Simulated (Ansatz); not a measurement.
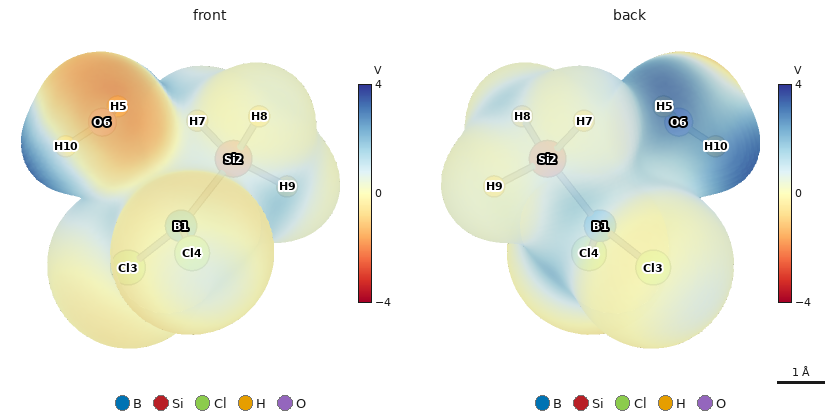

The picture shows: BCl$_{2}$H$_{3}$Si···H$_{2}$O. The molecular electrostatic potential painted on the density surface at 0.004 e/bohr³, seen from the front and from behind; the colour scale runs from red (negative) to blue (positive).

Not at a stationary point (largest force 0.8 eV/Å).

These are results of Ansatz 0.2.0, RKS B3LYP/6-31G*, not measurements.

```yaml
atoms:
  - { symbol: B, position_ang: [0.3920, -1.1601, 0.1735] }
  - { symbol: Si, position_ang: [1.1450, 0.6379, -0.1401] }
  - { symbol: Cl, position_ang: [-0.2716, -2.0976, -1.1886] }
  - { symbol: Cl, position_ang: [0.5497, -1.9734, 1.7290] }
  - { symbol: H, position_ang: [-1.5540, 1.0078, -0.2620] }
  - { symbol: O, position_ang: [-1.8860, 0.4382, 0.4523] }
  - { symbol: H, position_ang: [0.3144, 1.3954, -1.1254] }
  - { symbol: H, position_ang: [1.2483, 1.4358, 1.1104] }
  - { symbol: H, position_ang: [2.5081, 0.5254, -0.7416] }
  - { symbol: H, position_ang: [-2.4459, -0.2095, -0.0078] }
```

### Describe the electrostatic potential map.

The most negative region (about −1.6 V, or −37 kcal/mol for a unit charge) lies over O6, the most positive (about +3.2 V, or +74 kcal/mol for a unit charge) over H10. Cl3 shows a σ-hole: about +0.7 V, or +16 kcal/mol for a unit charge at the tip opposite its bond, against about +0.1 V on its flanks. Cl4 shows a σ-hole: about +0.6 V, or +14 kcal/mol for a unit charge at the tip opposite its bond, against about −0.2 V on its flanks. O6 is the likeliest acceptor of a hydrogen bond.
